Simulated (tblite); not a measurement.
Geometry relaxation of CH₁₀N₂OSi₂

The run: geometry relaxation of CH₁₀N₂OSi₂. Method and program: GFN2-xTB geometry optimisation, gas phase (tblite 0.8.0).

It belongs to a series of runs on one base structure; here: constitutional isomer.

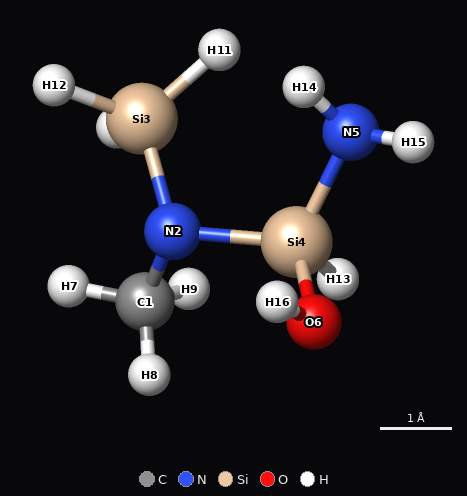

**Figure 1.** The input geometry (ball-and-stick view, seen at a tilt; atoms are numbered from 1 in the order of the input).

Input
```
{"job": {"kind": "relax", "xc": "GFN2-xTB", "basis": "xTB"}, "charge": 0, "multiplicity": 1}
C     -1.181900    -1.489400     0.035400
N     -0.414600    -0.368000     0.516600
Si    -1.406600     1.089900     0.339200
Si     1.100800    -0.269600    -0.414300
N      1.698800     1.398800    -0.586800
O      2.284800    -1.234100     0.367700
H     -2.168800    -1.430700     0.570000
H     -0.737800    -2.466700     0.256800
H     -1.337100    -1.319300    -1.052200
H     -2.580100     0.789200    -0.517500
H     -0.625800     2.203700    -0.234700
H     -1.977500     1.463100     1.653200
H      0.817200    -0.829400    -1.729700
H      1.415900     1.992100     0.219400
H      2.716600     1.420300    -0.768300
H      2.388500    -0.941000     1.333700
```

The first line tells a small driver script what to run in tblite; the rest is the geometry in Å.

Launch command:
```bash
OMP_NUM_THREADS=1 python <driver script> task.json out
```

Log
```
step      E/eV     max force
  0    -562.80728    2.323
  1    -563.05907    1.145
  2    -563.18128    0.674
  3    -563.23013    0.696
  4    -563.28400    0.450
  5    -563.31882    0.534
  6    -563.39319    0.819
  7    -563.46411    0.766
  8    -563.50399    0.495
  9    -563.52923    0.399
 10    -563.55097    0.409
 11    -563.57276    0.495
 12    -563.59814    0.462
 13    -563.62151    0.328
 14    -563.63966    0.270
 15    -563.64953    0.202
 16    -563.65469    0.173
 17    -563.65969    0.176
 18    -563.66527    0.183
 19    -563.67021    0.175
 20    -563.67368    0.132
 21    -563.67645    0.134
 22    -563.67956    0.152
 23    -563.68351    0.209
 24    -563.68713    0.167
 25    -563.68918    0.087
 26    -563.69028    0.086
 27    -563.69151    0.124
 28    -563.69334    0.146
 29    -563.69530    0.115
 30    -563.69693    0.114
 31    -563.69855    0.118
 32    -563.70069    0.205
 33    -563.70332    0.227
 34    -563.70561    0.154
 35    -563.70701    0.073
 36    -563.70799    0.093
 37    -563.70916    0.108
 38    -563.71073    0.167
 39    -563.71208    0.166
 40    -563.71390    0.109
 41    -563.71559    0.119
 42    -563.71717    0.134
 43    -563.71856    0.088
 44    -563.71954    0.090
 45    -563.72042    0.108
 46    -563.72132    0.092
 47    -563.72216    0.098
 48    -563.72277    0.143
 49    -563.72333    0.078
 50    -563.72400    0.065
 51    -563.72575    0.099
 52    -563.72663    0.076
 53    -563.72730    0.047
 54    -563.72761    0.041
 55    -563.72811    0.050
 56    -563.72876    0.077
 57    -563.72966    0.085
 58    -563.73079    0.089
 59    -563.73241    0.124
 60    -563.73430    0.293
 61    -563.73735    0.221
 62    -563.74394    0.239
 63    -563.75000    0.439
 64    -563.75510    0.399
 65    -563.76758    0.439
 66    -563.77538    0.497
 67    -563.78320    1.072
 68    -563.79694    0.409
 69    -563.80385    0.214
 70    -563.81011    0.296
 71    -563.81563    0.292
 72    -563.82189    0.300
 73    -563.82535    0.213
 74    -563.82731    0.125
 75    -563.82810    0.076
 76    -563.82876    0.098
 77    -563.82954    0.113
 78    -563.83020    0.092
 79    -563.83065    0.050
 80    -563.83105    0.040
 81    -563.83147    0.055
 82    -563.83186    0.054
 83    -563.83213    0.045
 84    -563.83239    0.039
 85    -563.83266    0.041
 86    -563.83290    0.042
 87    -563.83306    0.034
 88    -563.83321    0.033
 89    -563.83339    0.031
 90    -563.83363    0.036
 91    -563.83391    0.041
 92    -563.83416    0.037
 93    -563.83437    0.030
 94    -563.83458    0.035
 95    -563.83480    0.040
 96    -563.83499    0.037
 97    -563.83512    0.029
 98    -563.83525    0.022
 99    -563.83538    0.025
100    -563.83550    0.021
101    -563.83557    0.019
102    -563.83561    0.019
103    -563.83565    0.019
104    -563.83572    0.021
105    -563.83583    0.031
106    -563.83596    0.029
107    -563.83604    0.016
108    -563.83608    0.015
109    -563.83612    0.017
110    -563.83620    0.028
111    -563.83632    0.034
112    -563.83646    0.031
113    -563.83659    0.029
114    -563.83673    0.027
115    -563.83694    0.042
116    -563.83726    0.059
117    -563.83764    0.050
118    -563.83790    0.045
119    -563.83802    0.027
120    -563.83811    0.028
121    -563.83827    0.038
122    -563.83859    0.043
123    -563.83892    0.042
124    -563.83911    0.023
125    -563.83917    0.015
126    -563.83919    0.013
127    -563.83921    0.011
128    -563.83924    0.012
129    -563.83926    0.014
130    -563.83930    0.016
131    -563.83935    0.015
132    -563.83939    0.013
133    -563.83942    0.013
134    -563.83944    0.014
135    -563.83948    0.014
136    -563.83953    0.016
137    -563.83957    0.014
138    -563.83960    0.014
139    -563.83963    0.014
140    -563.83967    0.013
141    -563.83970    0.017
142    -563.83972    0.015
143    -563.83974    0.013
144    -563.83978    0.013
145    -563.83983    0.015
146    -563.83988    0.017
147    -563.83993    0.015
148    -563.83996    0.013
149    -563.84000    0.009
```

Trajectory as extended XYZ (Å, eV, eV/Å), 7 of the 150 frames kept, from step=0 to step=149
```
16
Properties=species:S:1:pos:R:3:forces:R:3 step=0 energy=-562.80728
C    -1.1819   -1.4894    0.0354   -1.3870   0.0250   0.2070
N    -0.4146   -0.3680    0.5166    0.7950   1.2930  -0.7870
Si   -1.4066    1.0899    0.3392   -0.1600   0.2010   0.2870
Si    1.1008   -0.2696   -0.4143    1.1350  -0.0240   1.0310
N     1.6988    1.3988   -0.5868    0.0230  -0.8150   0.8020
O     2.2848   -1.2341    0.3677   -1.0860   1.6250   1.2560
H    -2.1688   -1.4307    0.5700    0.6580  -0.4020  -0.6120
H    -0.7378   -2.4667    0.2568    0.1340   0.3890  -0.2020
H    -1.3371   -1.3193   -1.0522   -0.2730  -0.9190   0.5490
H    -2.5801    0.7892   -0.5175    0.2980   0.1390   0.0440
H    -0.6258    2.2037   -0.2347   -0.3850  -0.2420   0.1700
H    -1.9775    1.4631    1.6532    0.2640  -0.1920  -0.1150
H     0.8172   -0.8294   -1.7297    0.3810   0.0310   0.0180
H     1.4159    1.9921    0.2194    0.7410  -0.5100  -1.0060
H     2.7166    1.4203   -0.7683   -1.0060   0.2150   0.3850
H     2.3885   -0.9410    1.3337   -0.1340  -0.8140  -2.0250
16
Properties=species:S:1:pos:R:3:forces:R:3 step=25 energy=-563.68918
C    -1.1734   -1.4637    0.0482   -0.0440  -0.0450   0.0590
N    -0.4968   -0.1797    0.0380   -0.0260  -0.0160  -0.0160
Si   -1.5263    1.1881    0.2876   -0.0060   0.0080   0.0130
Si    1.1617   -0.2738   -0.4773    0.0080   0.0280   0.0050
N     1.7961    1.3163   -0.4779   -0.0100   0.0010   0.0090
O     1.9935   -1.3601    0.4199   -0.0050   0.0360  -0.0310
H    -2.0325   -1.4438    0.7161   -0.0320   0.0320   0.0570
H    -0.4970   -2.2444    0.3908    0.0410  -0.0200  -0.0370
H    -1.5339   -1.7334   -0.9495    0.0500   0.0100   0.0100
H    -2.7712    1.0504   -0.4778    0.0150  -0.0390  -0.0440
H    -0.8257    2.3969   -0.1280    0.0210   0.0170   0.0210
H    -1.8897    1.2451    1.7161    0.0360  -0.0060  -0.0100
H     1.3025   -0.8550   -1.8019   -0.0010  -0.0490  -0.0720
H     1.4189    2.0310    0.1141    0.0390   0.0690  -0.0170
H     2.7546    1.4800   -0.7234   -0.0170   0.0000   0.0580
H     2.3118   -1.1449    1.2936   -0.0670  -0.0250  -0.0040
16
Properties=species:S:1:pos:R:3:forces:R:3 step=50 energy=-563.72400
C    -1.1251   -1.4707    0.1288   -0.0190  -0.0110  -0.0050
N    -0.4690   -0.1770    0.0471   -0.0350  -0.0320  -0.0100
Si   -1.5189    1.1786    0.2615   -0.0130   0.0050   0.0330
Si    1.1650   -0.2266   -0.5473    0.0280   0.0050   0.0530
N     1.8325    1.3499   -0.4931   -0.0030   0.0030   0.0140
O     2.0078   -1.3297    0.3140   -0.0030  -0.0380  -0.0390
H    -1.9242   -1.4456    0.8710    0.0270  -0.0020  -0.0050
H    -0.4134   -2.2464    0.4128   -0.0030   0.0540  -0.0220
H    -1.5655   -1.7559   -0.8333    0.0230   0.0300   0.0530
H    -2.7169    1.0285   -0.5706   -0.0260   0.0000  -0.0200
H    -0.8123    2.4044   -0.0902    0.0140   0.0100  -0.0110
H    -1.9151    1.2081    1.6807   -0.0190  -0.0100  -0.0200
H     1.2795   -0.7623   -1.8981    0.0020  -0.0310   0.0120
H     1.3684    2.1263   -0.0605    0.0280  -0.0130  -0.0270
H     2.8303    1.4559   -0.5023   -0.0220   0.0260   0.0250
H     1.9694   -1.3283    1.2682    0.0200   0.0040  -0.0310
16
Properties=species:S:1:pos:R:3:forces:R:3 step=74 energy=-563.82731
C    -1.1206   -1.4542    0.1819   -0.0020   0.0180   0.0200
N    -0.4800   -0.1584    0.0610    0.0100  -0.0040   0.0030
Si   -1.5496    1.1909    0.2256   -0.0050   0.0100  -0.0410
Si    1.1551   -0.2189   -0.5170    0.0360   0.0270  -0.0240
N     1.8592    1.2995   -0.1127    0.0670  -0.1040   0.0140
O     2.0033   -1.4099    0.1934   -0.0230  -0.0190  -0.0330
H    -1.8150   -1.4485    1.0219   -0.0650  -0.0520  -0.0220
H    -0.3737   -2.2256    0.3540    0.0010  -0.0150  -0.0010
H    -1.6692   -1.7132   -0.7295   -0.0300   0.0120   0.0670
H    -2.6724    1.0433   -0.7107   -0.0340  -0.0130  -0.0080
H    -0.8448    2.4334   -0.0821    0.0390  -0.0370   0.0080
H    -2.0619    1.2058    1.6016   -0.0050  -0.0160   0.0110
H     1.2207   -0.6826   -1.9025    0.0070   0.0260  -0.0230
H     1.3431    2.1197   -0.3694   -0.0270   0.1190  -0.0160
H     2.8280    1.4174   -0.3583    0.0170   0.0090   0.0040
H     2.1704   -1.3897    1.1315    0.0120   0.0380   0.0400
16
Properties=species:S:1:pos:R:3:forces:R:3 step=99 energy=-563.83538
C    -1.1270   -1.4631    0.2155    0.0020   0.0100   0.0120
N    -0.4919   -0.1679    0.0584    0.0030   0.0010   0.0030
Si   -1.5674    1.1790    0.1966    0.0070   0.0050  -0.0160
Si    1.1410   -0.2010   -0.5342    0.0010   0.0010   0.0110
N     1.8736    1.2956   -0.0949   -0.0060   0.0060   0.0010
O     1.9922   -1.4021    0.1585   -0.0110  -0.0040   0.0120
H    -1.7847   -1.4585    1.0862    0.0010  -0.0130  -0.0010
H    -0.3738   -2.2361    0.3503   -0.0090   0.0000  -0.0050
H    -1.7285   -1.7219   -0.6613    0.0090   0.0050   0.0110
H    -2.6783    1.0443   -0.7583    0.0050  -0.0020  -0.0090
H    -0.8159    2.3983   -0.0834   -0.0060   0.0030  -0.0050
H    -2.1131    1.1847    1.5596   -0.0070  -0.0030   0.0160
H     1.1990   -0.6106   -1.9368    0.0070  -0.0090  -0.0120
H     1.4119    2.1435   -0.3743   -0.0040  -0.0020   0.0130
H     2.8595    1.3739   -0.2831    0.0100   0.0030  -0.0060
H     2.1958   -1.3493    1.0897   -0.0010  -0.0010  -0.0250
16
Properties=species:S:1:pos:R:3:forces:R:3 step=124 energy=-563.83911
C    -1.1096   -1.4475    0.2947    0.0020  -0.0080   0.0000
N    -0.4835   -0.1560    0.0808    0.0030  -0.0190  -0.0070
Si   -1.5837    1.1773    0.1282    0.0020  -0.0140   0.0020
Si    1.1363   -0.1891   -0.5474    0.0070   0.0140   0.0060
N     1.8977    1.2717   -0.0394    0.0040   0.0130   0.0000
O     1.9762   -1.4412    0.0626   -0.0040   0.0040   0.0100
H    -1.6753   -1.4435    1.2282   -0.0050  -0.0030   0.0040
H    -0.3553   -2.2287    0.3462    0.0060   0.0080   0.0090
H    -1.7999   -1.6973   -0.5163    0.0010   0.0070  -0.0020
H    -2.6181    1.0201   -0.9049   -0.0130   0.0080  -0.0170
H    -0.8309    2.4060   -0.1047    0.0050   0.0060  -0.0030
H    -2.2282    1.1764    1.4471    0.0090   0.0080   0.0080
H     1.1723   -0.5249   -1.9706   -0.0060  -0.0020  -0.0070
H     1.4104    2.1354   -0.2051   -0.0080  -0.0080   0.0060
H     2.8654    1.3805   -0.2965   -0.0040  -0.0090   0.0040
H     2.2185   -1.4303    0.9856    0.0000  -0.0030  -0.0130
16
Properties=species:S:1:pos:R:3:forces:R:3 step=149 energy=-563.84000
C    -1.1034   -1.4499    0.3223    0.0000   0.0010   0.0020
N    -0.4858   -0.1599    0.0794    0.0000   0.0040   0.0030
Si   -1.5828    1.1764    0.1004   -0.0030   0.0020  -0.0050
Si    1.1309   -0.1847   -0.5569    0.0000   0.0020   0.0090
N     1.8952    1.2595   -0.0080    0.0050   0.0030   0.0010
O     1.9661   -1.4562    0.0174    0.0050   0.0030  -0.0050
H    -1.6631   -1.4317    1.2593   -0.0080   0.0050   0.0010
H    -0.3434   -2.2245    0.3851    0.0040   0.0020   0.0010
H    -1.7967   -1.7191   -0.4797   -0.0030   0.0000  -0.0040
H    -2.6097    1.0201   -0.9411   -0.0050  -0.0040   0.0020
H    -0.8188    2.3975   -0.1437   -0.0070  -0.0010  -0.0050
H    -2.2314    1.2055    1.4168    0.0030  -0.0060   0.0030
H     1.1563   -0.4811   -1.9888    0.0010  -0.0020  -0.0090
H     1.3924    2.1224   -0.1233    0.0010   0.0040   0.0030
H     2.8545    1.3915   -0.2842    0.0030  -0.0080   0.0010
H     2.2322   -1.4568    0.9336    0.0040  -0.0070   0.0030
```

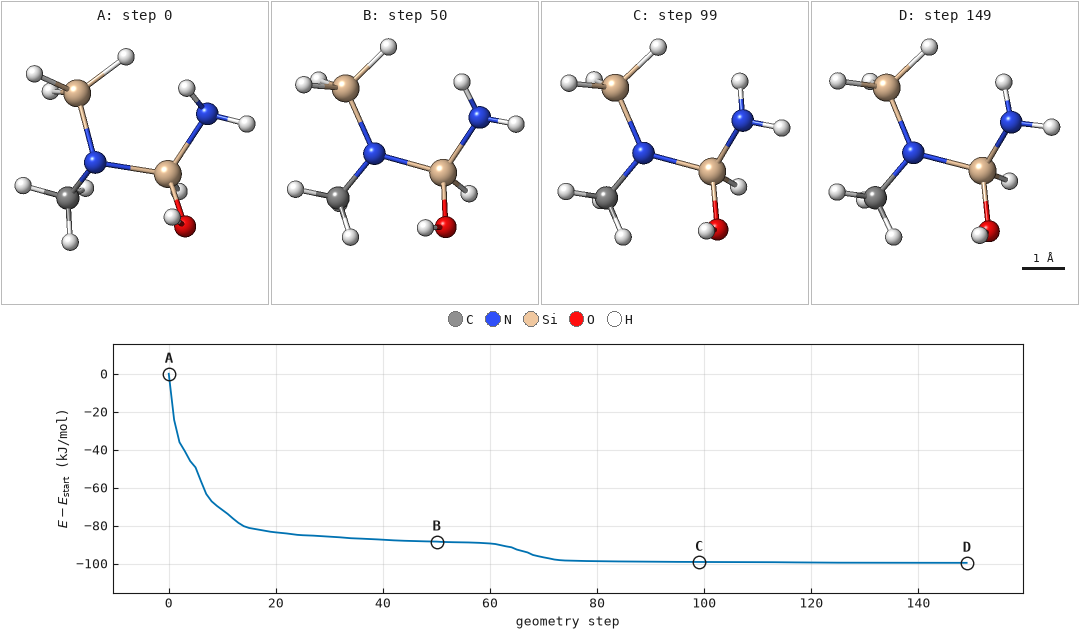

**Figure 2.** Frames of the relaxation (ball-and-stick view, seen at a tilt) above the curves, on which the letters mark them (steps are counted from 0).

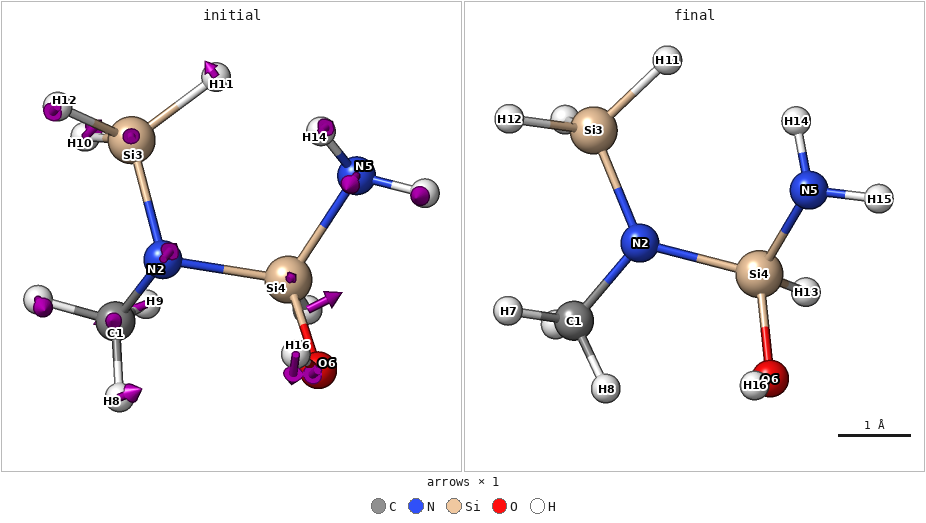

**Figure 3.** Before (left) and after (right) the relaxation, at one scale (ball-and-stick view, seen at a tilt). The pink arrows give the displacements, at true length. H7 moves most after the best rigid fit: 0.85 Å. By element the largest moves are H 0.85 Å, N 0.63 Å, O 0.51 Å, Si 0.32 Å, C 0.30 Å. Among the contacts that change: Si4–O6 1.716 → 1.626 Å, O6–H16 1.015 → 0.954 Å, Si4–N5 1.781 → 1.724 Å, N2–Si4 1.781 → 1.738 Å. Among the angles that change: Si3–N2–Si4 112.2° → 127.3°, O6–Si4–H13 109.3° → 100.3°, Si4–O6–H16 110.0° → 118.9°. Over 149 geometry steps the energy falls by 99.6 kJ/mol. The largest force component goes from 2 to 0.009 eV/Å. (Atoms are counted from 1 in the order of the input.)

Summary

```tsv
quantity	value
outcome	converged
total energy	−563.8400 eV
hardware	1 CPU thread, shared host
wall time	1.7 s
peak memory	0.18 GiB
```
